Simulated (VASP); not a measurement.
Band structure of Ca₂H₃Br (space group P-3m1). Computed with PBEsol GGA with spin-orbit coupling, VASP's PBE PAW potentials (set 64) (plane waves; VASP 6.6.1).

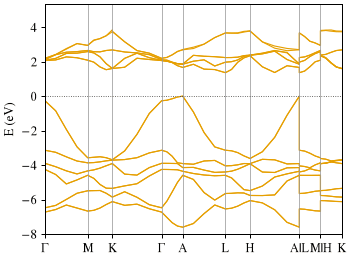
*Bands along high-symmetry lines, zero at the valence-band maximum or, without a gap, the Fermi level*

Problem. Read the plot: is there a gap, and where are the band edges?

Solution. The gap is indirect, 1.36 eV, from the valence maximum at A to the conduction minimum at L.

The structure comes from a computed database's Ca2H3Br entry (P-3m1); how it stands against other phases isn't given here. It was relaxed first.
